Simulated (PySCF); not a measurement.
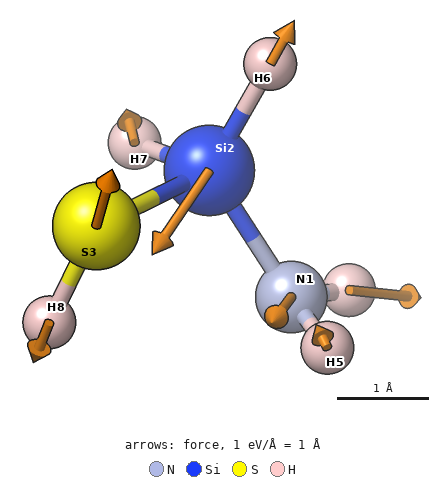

Starting geometry of SiNH₅S with the computed forces as orange arrows. Style: ball-and-stick. Shown at a tilt.

The start comes from GFN2-xTB. Its atoms were then displaced at random by about 0.01 Å.

Level of theory: PBE0-D3(BJ)/def2-SVP geometry optimisation, gas phase (PySCF 2.14.0, density-fitted response routines). 

> Is this structure relaxed? If not, where do the atoms go?

It isn't relaxed: the largest force vector, on an H atom, is 1.30 eV/Å. The final displacements have little in common with the starting forces (cosine between the two patterns 0.08). After 9 geometry steps the energy has fallen by 2.52 kcal/mol. An H atom moves most after the best rigid fit: 0.35 Å. By element the largest moves are H 0.35 Å, S 0.12 Å, N 0.11 Å, Si 0.08 Å. Near-neighbour distances that change, for instance: H–Si 1.466 → 1.496 Å, H–S 1.329 → 1.352 Å, H–N 0.991 → 1.012 Å, H–N 1.023 → 1.013 Å. Among the angles between lasting bonds that change: N–Si–S 104.7° → 110.7°, H–Si–H 113.0° → 108.8°, Si–N–H 117.3° → 121.5°. Groups turn about N–Si by about 25°. Cost: 14 s on 1 thread of Arm Neoverse V2, with other jobs on the host.
